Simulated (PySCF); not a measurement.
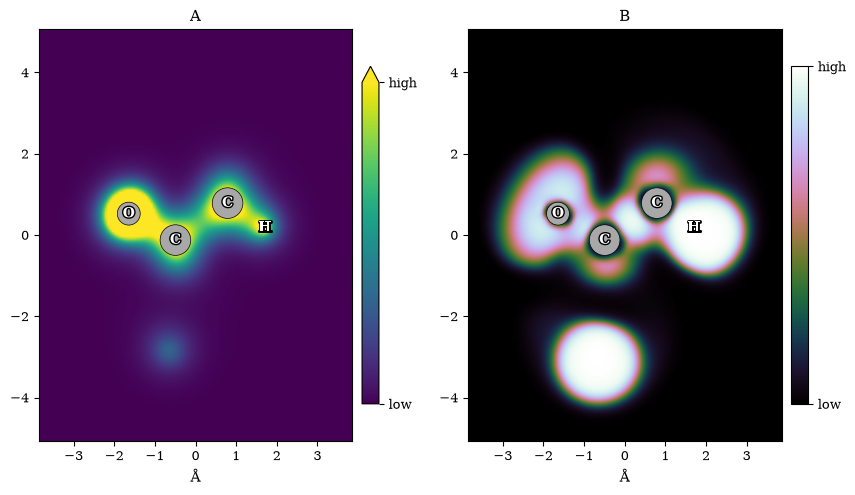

C$_{4}$H$_{7}$O (charge −1): 2 fields on the plane of atoms C3, C4 and H10, with unlabelled colour scales. Grey discs cover the atomic cores.

Geometry: GFN2-xTB.

Computed with PBE0/pcSseg-1, SCF density, gas phase, non-relativistic in PySCF.

Which field does each panel show? The fields are: electron density and electron localisation function.

Answer. Panel A: electron density. Panel B: electron localisation function. From the grid: C–O (1.32 Å): ρ at the midpoint is about 2.5 e/Å³; the ELF peaks at about 0.85 between the atoms, as expected for a shared but strongly polarised pair. C–H (1.09 Å): the density is about 1.9 e/Å³ at the midpoint; the ELF climbs to about 1 towards the hydrogen, as it does in any bond to H (an ordinary covalent bond to hydrogen).
